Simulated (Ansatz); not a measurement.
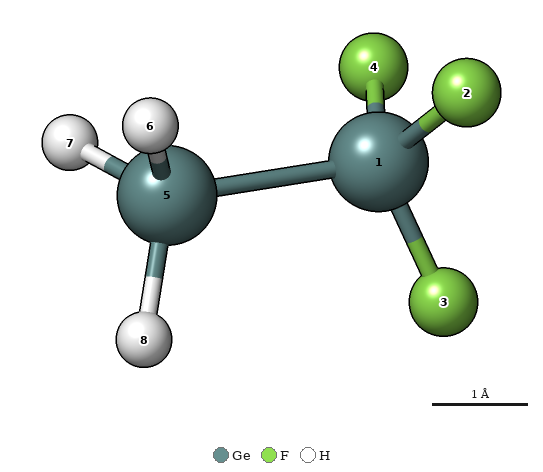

Figure 1. The input geometry (ball-and-stick view, seen at a tilt; atoms are numbered from 1 in the order of the input). Sticks mark near contacts. Bond lengths as drawn: F–Ge 1.68 Å, Ge–Ge 2.40 Å and Ge–H 1.55 Å.

# Geometry relaxation, with input and output: Ge$_{2}$H$_{3}$F$_{3}$

Ge$_{2}$H$_{3}$F$_{3}$, computed with RKS PBE/def2-SVP (Ansatz 0.2.0).

It belongs to a series of runs on one base structure; here: start relaxed. Figures and captions count atoms from 1; the log counts them from 0 in places.

**Input**
```yaml
crystal:
  periodic: [false, false, false]
  atoms:
    - { symbol: Ge, position_ang: [0.0, 0.0, 0.0] }
    - { symbol: F, position_ang: [0.0, 0.0, 1.68] }
    - { symbol: F, position_ang: [1.5842, 0.0, -0.5594] }
    - { symbol: F, position_ang: [-0.7913, 1.3709, -0.5594] }
    - { symbol: Ge, position_ang: [-1.1304, -1.9584, -0.7992] }
    - { symbol: H, position_ang: [-1.8281, -2.673, 0.3861] }
    - { symbol: H, position_ang: [-2.1918, -1.5497, -1.8522] }
    - { symbol: H, position_ang: [-0.1029, -2.92, -1.4487] }
basis:
  gaussian: { orbitals: def2-SVP }
hamiltonian:
  xc: pbe
relax:
  f_tol: 0.02
  max_steps: 40
```

Hardware: 4 threads of Arm Neoverse V2, 24 GiB of memory available, shared host.

Launch command:
```bash
ansatz run input.yaml --threads 4 --pin off --max-ram 5120MiB --backend cpu --events-out ev --progress --plain --runs-dir out
```

**Log**
```
The last accepted step is kept in [file] (removed where the run ends without a failure and the disk answers)
Engine: ansatz 0.2.0, aarch64-unknown-linux-gnu
Functional definition: PBE
  parameter kappa = 0.804
  parameter beta = 0.06672455060314922
  exchange = pbe_x(kappa = kappa, mu = beta*pi^2/3)
  correlation = pbe_c(beta = beta)
1320 factors; their error is unknown
mean field evaluation 1: about -121188.0935 eV, gradient 6.1e1 eV
mean field evaluation 2: about -121169.7913 eV, gradient 1.3e2 eV
mean field evaluation 4: about -121193.3102 eV, gradient 2.8e0 eV
mean field evaluation 8: about -121193.3227 eV, gradient 5.9e-2 eV
mean field evaluation 16: about -121193.2296 eV, gradient 6.6e-5 eV
mean field -121193.22963722 eV, -4453.7690414465 hartree, gradient 6.6e-5 eV, S^2 0.000000; 0 other end points of the search recorded, 0 dependent functions left out
the calculation of the forces begins
reference -121193.22967276 eV, -4453.7690427526 hartree; 47, 47 occupied and 74, 74 virtual orbitals, 1320 factors
relax step   1: F+E_penalty+E_count = -121193.22963722 eV  Δ(F+E_penalty+E_count) = +0.000e0 eV  max|allowed force component| = 2.410e0 eV/Å  Δτ_max = 0.0000 Å  (25 SCF iters, accepted)
these checks for a lower state are left out or cut short: starts, cluster_reference, orbital_swaps, neighbouring_geometries, increment
1320 factors; their error is unknown
mean field -121193.48338727 eV, -4453.7783665886 hartree, gradient 1.2e-5 eV, S^2 0.000000; 0 other end points of the search recorded, 0 dependent functions left out
[... from here on the field's lines of each further geometry are left out, up to the last ...]
relax step   2: F+E_penalty+E_count = -121193.48338727 eV  Δ(F+E_penalty+E_count) = -2.538e-1 eV  max|allowed force component| = 9.799e-1 eV/Å  Δτ_max = 0.0880 Å  (28 SCF iters, accepted)
relax step   3: F+E_penalty+E_count = -121193.52198782 eV  Δ(F+E_penalty+E_count) = -3.860e-2 eV  max|allowed force component| = 1.759e-1 eV/Å  Δτ_max = 0.0280 Å  (25 SCF iters, accepted)
relax step   4: F+E_penalty+E_count = -121193.52290385 eV  Δ(F+E_penalty+E_count) = -9.160e-4 eV  max|allowed force component| = 5.800e-2 eV/Å  Δτ_max = 0.0243 Å  (26 SCF iters, accepted)
relax step   5: F+E_penalty+E_count = -121193.52414201 eV  Δ(F+E_penalty+E_count) = -1.238e-3 eV  max|allowed force component| = 1.007e-2 eV/Å  Δτ_max = 0.0142 Å  (27 SCF iters, accepted)
relax step   6: F+E_penalty+E_count = -121193.52433730 eV  Δ(F+E_penalty+E_count) = -1.953e-4 eV  max|allowed force component| = 7.857e-3 eV/Å  Δτ_max = 0.0068 Å  (27 SCF iters, accepted)
relax step   7: F+E_penalty+E_count = -121193.52257663 eV  Δ(F+E_penalty+E_count) = +1.761e-3 eV  max|allowed force component| = 3.938e-1 eV/Å  Δτ_max = 0.1967 Å  (31 SCF iters, rejected (line search))
relax step   8: F+E_penalty+E_count = -121193.52730589 eV  Δ(F+E_penalty+E_count) = -2.969e-3 eV  max|allowed force component| = 7.874e-2 eV/Å  Δτ_max = 0.0959 Å  (27 SCF iters, accepted)
relax step   9: F+E_penalty+E_count = -121193.52861546 eV  Δ(F+E_penalty+E_count) = -1.310e-3 eV  max|allowed force component| = 1.988e-1 eV/Å  Δτ_max = 0.0995 Å  (27 SCF iters, accepted)
relax step  10: F+E_penalty+E_count = -121193.53173262 eV  Δ(F+E_penalty+E_count) = -3.117e-3 eV  max|allowed force component| = 1.444e-1 eV/Å  Δτ_max = 0.0268 Å  (25 SCF iters, accepted)
relax step  11: F+E_penalty+E_count = -121193.53736511 eV  Δ(F+E_penalty+E_count) = -5.632e-3 eV  max|allowed force component| = 1.036e-1 eV/Å  Δτ_max = 0.1197 Å  (28 SCF iters, accepted)
relax step  12: F+E_penalty+E_count = -121193.53725494 eV  Δ(F+E_penalty+E_count) = +1.102e-4 eV  max|allowed force component| = 2.240e-1 eV/Å  Δτ_max = 0.1957 Å  (31 SCF iters, rejected (line search))
relax step  13: F+E_penalty+E_count = -121193.54124419 eV  Δ(F+E_penalty+E_count) = -3.879e-3 eV  max|allowed force component| = 5.560e-2 eV/Å  Δτ_max = 0.0955 Å  (27 SCF iters, accepted)
relax step  14: F+E_penalty+E_count = -121193.54262731 eV  Δ(F+E_penalty+E_count) = -1.383e-3 eV  max|allowed force component| = 8.596e-2 eV/Å  Δτ_max = 0.0969 Å  (24 SCF iters, accepted)
relax step  15: F+E_penalty+E_count = -121193.54456353 eV  Δ(F+E_penalty+E_count) = -1.936e-3 eV  max|allowed force component| = 6.020e-2 eV/Å  Δτ_max = 0.0462 Å  (24 SCF iters, accepted)
relax step  16: F+E_penalty+E_count = -121193.54440846 eV  Δ(F+E_penalty+E_count) = +1.551e-4 eV  max|allowed force component| = 1.252e-1 eV/Å  Δτ_max = 0.0123 Å  (27 SCF iters, rejected (line search))
relax step  17: F+E_penalty+E_count = -121193.54514108 eV  Δ(F+E_penalty+E_count) = -5.776e-4 eV  max|allowed force component| = 1.229e-2 eV/Å  Δτ_max = 0.0059 Å  (28 SCF iters, accepted)
the calculation of the forces begins
reference -121193.54558107 eV, -4453.7806521688 hartree; 47, 47 occupied and 74, 74 virtual orbitals, 1320 factors
relax step  18: F+E_penalty+E_count = -121193.54554531 eV  Δ(F+E_penalty+E_count) = -4.042e-4 eV  max|allowed force component| = 1.575e-2 eV/Å  Δτ_max = 0.0380 Å  (24 SCF iters, accepted)
1320 factors; their error is unknown
mean field evaluation 128: about -121193.5455 eV, gradient 3.8e-4 eV
```

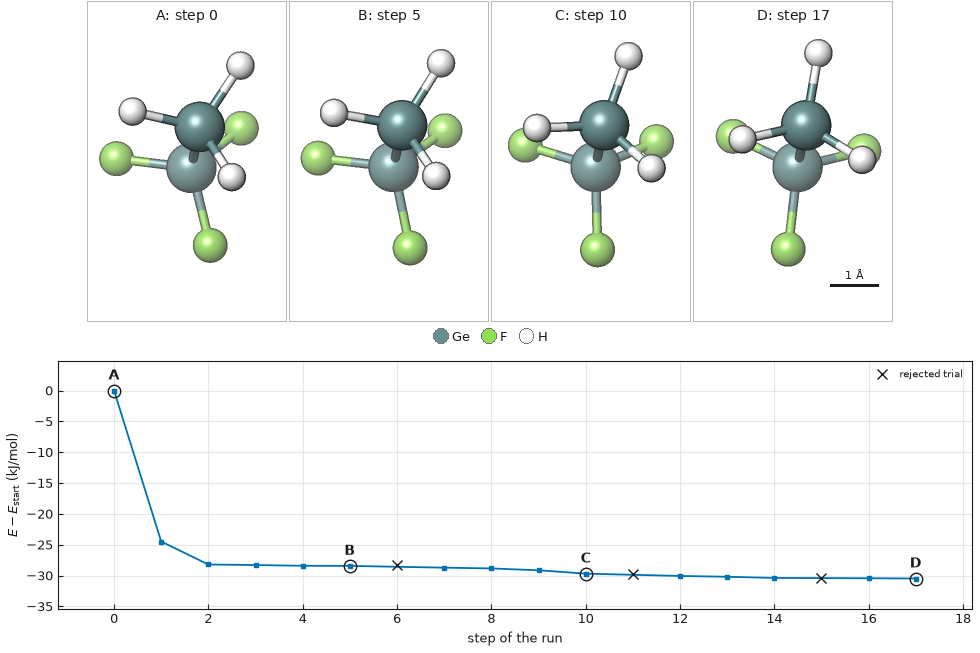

Figure 2. Frames of the relaxation (ball-and-stick view, seen at an oblique angle) above the curves, on which the letters mark them (the first geometry is step 0 here and step 1 in the log).

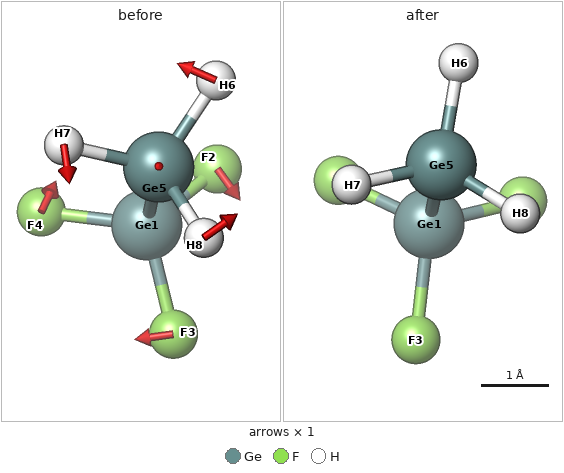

Figure 3. Before (left) and after (right) the relaxation, at one scale (ball-and-stick view, seen at an oblique angle). The red arrows give the displacements, at true length. The largest moves after the best rigid fit, 0.65 Å, are those of H6, H7 and H8. By element the largest moves are H 0.65 Å, F 0.60 Å, Ge 0.09 Å. Distances before and after: Ge1–F2 1.680 → 1.746 Å, Ge1–Ge5 2.398 → 2.433 Å, Ge5–H6 1.550 → 1.545 Å. Among the angles that change: F2–Ge1–F3 109.4° → 105.1°, F2–Ge1–Ge5 109.5° → 113.5°, Ge1–Ge5–H8 109.5° → 107.4°. The energy falls by 30.5 kJ/mol in 17 geometry steps. The largest force component goes from 2.4 to 0.016 eV/Å. The line search rejected the trial steps at points 6, 11, 15 (counted from 0) and went back. (Atoms are counted from 1 in the order of the input.)

```
mean field -121193.54554531 eV, -4453.7806508545 hartree, gradient 4.1e-5 eV, S^2 0.000000; 1 other end points of the search recorded, 0 dependent functions left out
the calculation of the forces begins
reference -121193.54558107 eV, -4453.7806521688 hartree; 47, 47 occupied and 74, 74 virtual orbitals, 1320 factors
Total energy: -121193.54558107 eV, -4453.7806521688 hartree
Atom 0 at    -0.025895    -0.045350    -0.018663 Å, force    -0.006704    -0.007683    -0.004120 eV/Å
Atom 1 at     0.561026    -0.198491     1.618205 Å, force     0.005911     0.001750     0.008008 eV/Å
Atom 2 at     1.375436     0.386872    -0.965927 Å, force     0.002157     0.003457    -0.001696 eV/Å
Atom 3 at    -1.028048     1.384185    -0.010556 Å, force    -0.000238     0.003648     0.001635 eV/Å
Atom 4 at    -1.172888    -2.032386    -0.828705 Å, force    -0.003605    -0.005044    -0.004179 eV/Å
Atom 5 at    -2.323745    -2.335212     0.156463 Å, force     0.012734     0.002896    -0.015269 eV/Å
Atom 6 at    -1.706921    -1.709757    -2.241977 Å, force     0.005312    -0.010469     0.015753 eV/Å
Atom 7 at    -0.139265    -3.180061    -0.861638 Å, force    -0.015567     0.011445    -0.000132 eV/Å
Dipole moment:    -0.375585    -0.650877    -0.265523 e Å
```

**Trajectory as extended XYZ (Å, eV, eV/Å), 18 frames, from step=1 to step=18**
```
8
Properties=species:S:1:pos:R:3:forces:R:3 step=1 energy=-121193.22964
Ge    0.0000    0.0000    0.0000   -1.3469  -2.4098  -0.9544
F     0.0000    0.0000    1.6800    0.2074   0.3499   2.2031
F     1.5842    0.0000   -0.5594    2.1409   0.3549  -0.5456
F    -0.7913    1.3709   -0.5594   -0.7904   2.0711  -0.5534
Ge   -1.1304   -1.9584   -0.7992   -0.2800  -0.4850  -0.1980
H    -1.8281   -2.6730    0.3861    0.0315   0.0510  -0.0233
H    -2.1918   -1.5497   -1.8522    0.0499   0.0155   0.0375
H    -0.1029   -2.9200   -1.4487   -0.0123   0.0524   0.0341
8
Properties=species:S:1:pos:R:3:forces:R:3 step=2 energy=-121193.48339
Ge   -0.0145   -0.0249   -0.0099   -0.5466  -0.9799  -0.3854
F     0.0483    0.0698    1.7034    0.0491   0.0720   0.8625
F     1.6178    0.0758   -0.5330    0.8271   0.0796  -0.2535
F    -0.7502    1.4389   -0.5220   -0.3611   0.7721  -0.2468
Ge   -1.1664   -2.0210   -0.8248   -0.0439  -0.0743  -0.0303
H    -1.8600   -2.7122    0.3730    0.0275   0.0492  -0.0006
H    -2.2141   -1.5892   -1.8781    0.0384   0.0323   0.0263
H    -0.1211   -2.9673   -1.4614    0.0095   0.0490   0.0277
8
Properties=species:S:1:pos:R:3:forces:R:3 step=3 energy=-121193.52199
Ge   -0.0267   -0.0465   -0.0186    0.1012   0.1759   0.0724
F     0.0643    0.0583    1.7229   -0.0091  -0.0239  -0.0412
F     1.6303    0.0839   -0.5567   -0.0439  -0.0196  -0.0014
F    -0.7718    1.4541   -0.5135    0.0002  -0.0480   0.0048
Ge   -1.1706   -2.0279   -0.8274   -0.0763  -0.1310  -0.0536
H    -1.8742   -2.6957    0.3711   -0.0089   0.0102   0.0462
H    -2.1965   -1.5862   -1.8905   -0.0112   0.0401  -0.0240
H    -0.1152   -2.9703   -1.4402    0.0480  -0.0037  -0.0032
8
Properties=species:S:1:pos:R:3:forces:R:3 step=4 energy=-121193.52290
Ge   -0.0282   -0.0493   -0.0196   -0.0050  -0.0093  -0.0041
F     0.0664    0.0440    1.7211    0.0093   0.0068   0.0058
F     1.6240    0.0787   -0.5686    0.0060   0.0118  -0.0007
F    -0.7840    1.4458   -0.5110    0.0016   0.0109   0.0069
Ge   -1.1778   -2.0406   -0.8327    0.0331   0.0580   0.0239
H    -1.8777   -2.6783    0.3875   -0.0098  -0.0179  -0.0384
H    -2.1884   -1.5651   -1.8996    0.0039  -0.0429   0.0039
H    -0.0946   -2.9656   -1.4300   -0.0392  -0.0172   0.0026
8
Properties=species:S:1:pos:R:3:forces:R:3 step=5 energy=-121193.52414
Ge   -0.0248   -0.0435   -0.0174   -0.0046  -0.0071  -0.0028
F     0.0725    0.0495    1.7233    0.0045  -0.0014  -0.0052
F     1.6270    0.0872   -0.5676   -0.0064   0.0030  -0.0015
F    -0.7811    1.4523   -0.5059    0.0007  -0.0038   0.0058
Ge   -1.1754   -2.0364   -0.8309    0.0061   0.0101   0.0040
H    -1.8839   -2.6859    0.3773   -0.0035   0.0030  -0.0028
H    -2.1893   -1.5790   -1.9018    0.0045  -0.0019  -0.0025
H    -0.1053   -2.9744   -1.4298   -0.0013  -0.0020   0.0048
8
Properties=species:S:1:pos:R:3:forces:R:3 step=6 energy=-121193.52434
Ge   -0.0251   -0.0436   -0.0173    0.0023   0.0029   0.0007
F     0.0782    0.0470    1.7233    0.0033  -0.0032  -0.0073
F     1.6248    0.0902   -0.5725   -0.0079   0.0018  -0.0018
F    -0.7843    1.4525   -0.5006    0.0000  -0.0066   0.0059
Ge   -1.1750   -2.0359   -0.8308    0.0007   0.0019   0.0011
H    -1.8893   -2.6825    0.3756   -0.0037   0.0037  -0.0009
H    -2.1845   -1.5803   -1.9064    0.0043   0.0003  -0.0030
H    -0.1050   -2.9776   -1.4241    0.0011  -0.0008   0.0053
8
Properties=species:S:1:pos:R:3:forces:R:3 step=7 energy=-121193.52258 accepted=F
Ge   -0.0270   -0.0465   -0.0180    0.2312   0.3938   0.1630
F     0.2408   -0.0397    1.7179   -0.0462  -0.0158  -0.2981
F     1.5665    0.1858   -0.7189   -0.2745  -0.0459   0.1065
F    -0.8842    1.4507   -0.3465    0.1310  -0.2597   0.0577
Ge   -1.1705   -2.0281   -0.8273   -0.1572  -0.2713  -0.1093
H    -2.0509   -2.5794    0.3317    0.1139   0.0907  -0.1361
H    -2.0472   -1.6094   -2.0430    0.1249  -0.0339   0.1495
H    -0.0877   -3.0636   -1.2486   -0.1233   0.1421   0.0669
8
Properties=species:S:1:pos:R:3:forces:R:3 step=8 energy=-121193.52731
Ge   -0.0261   -0.0441   -0.0171    0.0510   0.0787   0.0315
F     0.1565    0.0038    1.7206   -0.0036  -0.0076  -0.0626
F     1.5954    0.1352   -0.6443   -0.0573  -0.0039   0.0153
F    -0.8338    1.4510   -0.4258    0.0214  -0.0541   0.0192
Ge   -1.1732   -2.0336   -0.8300   -0.0340  -0.0551  -0.0209
H    -1.9663   -2.6302    0.3553    0.0126   0.0207  -0.0235
H    -2.1165   -1.5930   -1.9728    0.0271  -0.0039   0.0207
H    -0.0963   -3.0193   -1.3387   -0.0171   0.0252   0.0203
8
Properties=species:S:1:pos:R:3:forces:R:3 step=9 energy=-121193.52862
Ge   -0.0263   -0.0449   -0.0174    0.1198   0.1988   0.0831
F     0.2379   -0.0412    1.7148   -0.0222  -0.0037  -0.1827
F     1.5636    0.1825   -0.7177   -0.1665  -0.0187   0.0669
F    -0.8836    1.4469   -0.3478    0.0833  -0.1526   0.0413
Ge   -1.1730   -2.0323   -0.8292   -0.0747  -0.1292  -0.0520
H    -2.0465   -2.5760    0.3324    0.0668   0.0527  -0.0943
H    -2.0451   -1.6065   -2.0400    0.0794  -0.0316   0.0944
H    -0.0874   -3.0589   -1.2480   -0.0859   0.0844   0.0433
8
Properties=species:S:1:pos:R:3:forces:R:3 step=10 energy=-121193.53173
Ge   -0.0261   -0.0449   -0.0178    0.0889   0.1444   0.0623
F     0.2587   -0.0522    1.7093   -0.0172  -0.0054  -0.1329
F     1.5526    0.1967   -0.7341   -0.1216  -0.0161   0.0464
F    -0.8938    1.4436   -0.3259    0.0576  -0.1120   0.0284
Ge   -1.1735   -2.0335   -0.8297   -0.0429  -0.0732  -0.0294
H    -2.0644   -2.5594    0.3219    0.0352   0.0316  -0.0522
H    -2.0231   -1.6128   -2.0536    0.0459  -0.0167   0.0505
H    -0.0907   -3.0677   -1.2229   -0.0459   0.0474   0.0268
8
Properties=species:S:1:pos:R:3:forces:R:3 step=11 energy=-121193.53736
Ge   -0.0264   -0.0468   -0.0171    0.0521   0.0963   0.0346
F     0.3541   -0.1024    1.6896   -0.0151   0.0028  -0.1036
F     1.5023    0.2502   -0.8143   -0.0898  -0.0090   0.0453
F    -0.9444    1.4269   -0.2306    0.0523  -0.0769   0.0221
Ge   -1.1752   -2.0336   -0.8303   -0.0130  -0.0317  -0.0097
H    -2.1511   -2.4875    0.2814    0.0317   0.0132  -0.0519
H    -1.9291   -1.6356   -2.1218    0.0358  -0.0226   0.0482
H    -0.0905   -3.1013   -1.1098   -0.0540   0.0280   0.0150
8
Properties=species:S:1:pos:R:3:forces:R:3 step=12 energy=-121193.53726 accepted=F
Ge   -0.0240   -0.0350   -0.0179    0.1195   0.1730   0.1036
F     0.5044   -0.1705    1.6492   -0.0621   0.0344  -0.2240
F     1.4223    0.3560   -0.9297   -0.1957  -0.0380   0.1226
F    -1.0100    1.4151   -0.0718    0.1444  -0.2083   0.0084
Ge   -1.1658   -2.0285   -0.8238   -0.1238  -0.1864  -0.0839
H    -2.2836   -2.3937    0.1927    0.1224   0.0780  -0.0874
H    -1.7713   -1.6893   -2.2139    0.0679  -0.0163   0.1320
H    -0.1323   -3.1844   -0.9376   -0.0727   0.1636   0.0287
8
Properties=species:S:1:pos:R:3:forces:R:3 step=13 energy=-121193.54124
Ge   -0.0264   -0.0496   -0.0176    0.0125   0.0556   0.0043
F     0.4283   -0.1401    1.6674   -0.0068  -0.0019  -0.0487
F     1.4591    0.2967   -0.8708   -0.0397  -0.0050   0.0226
F    -0.9782    1.4099   -0.1529    0.0265  -0.0327   0.0127
Ge   -1.1771   -2.0345   -0.8324    0.0265   0.0200   0.0187
H    -2.2144   -2.4269    0.2434    0.0075  -0.0111  -0.0321
H    -1.8526   -1.6603   -2.1707    0.0143  -0.0180   0.0213
H    -0.0990   -3.1254   -1.0192   -0.0407  -0.0070   0.0012
8
Properties=species:S:1:pos:R:3:forces:R:3 step=14 energy=-121193.54263
Ge   -0.0251   -0.0372   -0.0194    0.0416   0.0353   0.0480
F     0.4960   -0.1664    1.6439   -0.0121   0.0108  -0.0534
F     1.4211    0.3515   -0.9205   -0.0563  -0.0100   0.0246
F    -1.0019    1.4113   -0.0788    0.0357  -0.0686  -0.0011
Ge   -1.1672   -2.0303   -0.8234   -0.0637  -0.0860  -0.0481
H    -2.2741   -2.3969    0.1925    0.0342   0.0465  -0.0084
H    -1.7746   -1.6864   -2.2027    0.0160   0.0044   0.0188
H    -0.1346   -3.1757   -0.9445    0.0047   0.0675   0.0196
8
Properties=species:S:1:pos:R:3:forces:R:3 step=15 energy=-121193.54456
Ge   -0.0256   -0.0441   -0.0173    0.0306   0.0472   0.0204
F     0.5288   -0.1832    1.6347   -0.0166   0.0070  -0.0602
F     1.3990    0.3649   -0.9437   -0.0461  -0.0074   0.0316
F    -1.0168    1.3952   -0.0457    0.0341  -0.0452   0.0051
Ge   -1.1719   -2.0306   -0.8292   -0.0286  -0.0574  -0.0144
H    -2.2987   -2.3603    0.1788    0.0413   0.0151  -0.0378
H    -1.7458   -1.7002   -2.2274    0.0251  -0.0069   0.0481
H    -0.1292   -3.1719   -0.9030   -0.0398   0.0477   0.0073
8
Properties=species:S:1:pos:R:3:forces:R:3 step=16 energy=-121193.54441 accepted=F
Ge   -0.0254   -0.0451   -0.0176   -0.0780  -0.1166  -0.0674
F     0.5354   -0.1866    1.6249    0.0467  -0.0088   0.1252
F     1.3888    0.3686   -0.9468    0.0930   0.0314  -0.0602
F    -1.0172    1.3868   -0.0374   -0.0629   0.0970   0.0026
Ge   -1.1731   -2.0315   -0.8290    0.0037  -0.0008   0.0032
H    -2.3037   -2.3531    0.1735    0.0104   0.0011  -0.0175
H    -1.7345   -1.6991   -2.2293    0.0065  -0.0113   0.0150
H    -0.1307   -3.1701   -0.8911   -0.0194   0.0079  -0.0010
8
Properties=species:S:1:pos:R:3:forces:R:3 step=17 energy=-121193.54514
Ge   -0.0256   -0.0447   -0.0179   -0.0055  -0.0083  -0.0063
F     0.5320   -0.1848    1.6304    0.0047  -0.0002   0.0049
F     1.3949    0.3677   -0.9450    0.0024   0.0039  -0.0025
F    -1.0169    1.3921   -0.0416   -0.0021   0.0041   0.0028
Ge   -1.1726   -2.0316   -0.8290   -0.0055  -0.0123  -0.0030
H    -2.3002   -2.3572    0.1751    0.0082   0.0047  -0.0096
H    -1.7401   -1.7009   -2.2270    0.0073  -0.0019   0.0102
H    -0.1318   -3.1708   -0.8977   -0.0096   0.0100   0.0036
8
Properties=species:S:1:pos:R:3:forces:R:3 step=18 energy=-121193.54555
Ge   -0.0259   -0.0454   -0.0187   -0.0067  -0.0077  -0.0041
F     0.5610   -0.1985    1.6182    0.0059   0.0018   0.0080
F     1.3754    0.3869   -0.9659    0.0022   0.0035  -0.0017
F    -1.0280    1.3842   -0.0106   -0.0002   0.0036   0.0016
Ge   -1.1729   -2.0324   -0.8287   -0.0036  -0.0050  -0.0042
H    -2.3237   -2.3352    0.1565    0.0127   0.0029  -0.0153
H    -1.7069   -1.7098   -2.2420    0.0053  -0.0105   0.0158
H    -0.1393   -3.1801   -0.8616   -0.0156   0.0114  -0.0001
```

**Key numbers**

```tsv
quantity	value
outcome	converged
total energy	−121193.5456 eV
mean-field energy	−121193.5456 eV
largest force (length of the vector) at the end	0.020 eV/Å
wall time	23 s (CPU time 86 s)
peak memory	0.19 GiB
```
